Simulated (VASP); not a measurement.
Band structure of GaP (zinc blende). Calculation: vdW-DF2, VASP's PBE PAW potentials (set 64) (plane waves; VASP 6.6.1).

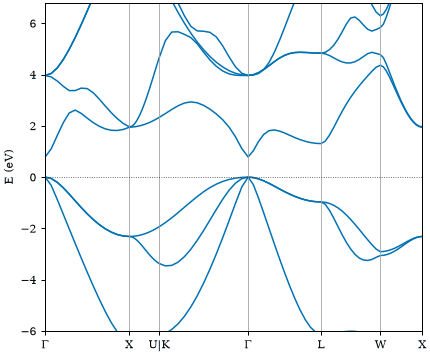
Bands along high-symmetry lines, zero at the valence-band maximum or, without a gap, the Fermi level

Read the plot: is there a gap, and where are the band edges?

The gap is direct, 0.79 eV, from the valence maximum at Γ to the conduction minimum at Γ. (Edges off the drawn lines would not show.)

Measured: gap 2.43 eV (computed value off by -1.64 eV), as given by Wei Chen et al., Physical Review Materials (2018), doi:10.1103/physrevmaterials.2.073803 [zero-point renormalisation of 0.08 eV added back (the table's ZPR column)].

The compound is GaP in the zinc blende structure. It was relaxed first, which changed the volume by +10 %.
